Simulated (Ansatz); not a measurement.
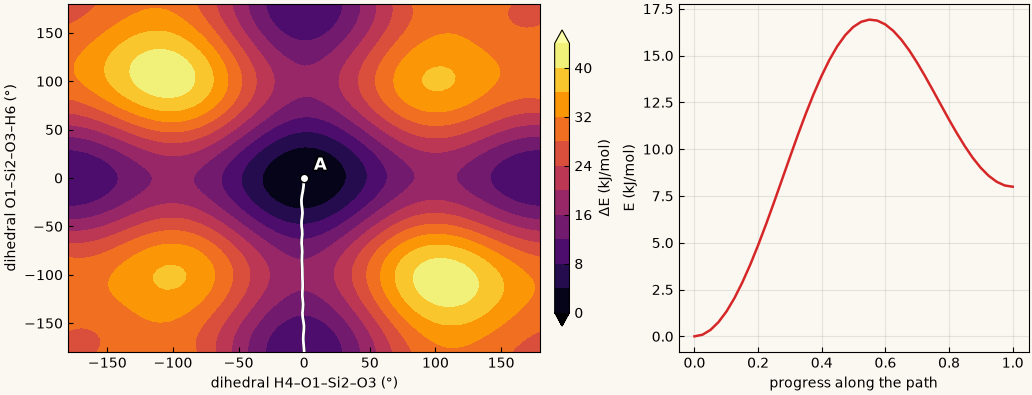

H₃O₂Si, SMILES O[SiH+]O, charge +1. First axis: dihedral H4–O1–Si2–O3. Second axis: dihedral O1–Si2–O3–H6. Nothing is relaxed (all other coordinates rigid). Grid: 18 × 18 points; 112 points were computed and 212 follow by symmetry. Points are written as (first, second). Energies: kJ/mol, counted from the lowest grid point. Computed with RKS SPW92 (LDA)/def2-TZVP in Ansatz.

In the figure: filled contours, a line along the lowest path, one colour for all values above the top of the scale, the energy along the path at the right, the start A. Between grid points the surface is interpolated.

Describe the path and its barrier.

Answer. The easiest path leads from the well at (0°, 0°) to the well at (0°, −180°), about 8 kJ/mol higher. Its highest point lies about 17 kJ/mol above the bottom of the first well on the interpolated surface, at (0°, −100°). Seen from the upper well the barrier is about 8.9 kJ/mol. The start is the relaxed structure and all else is held, so a fully relaxed path at this level can only be lower.
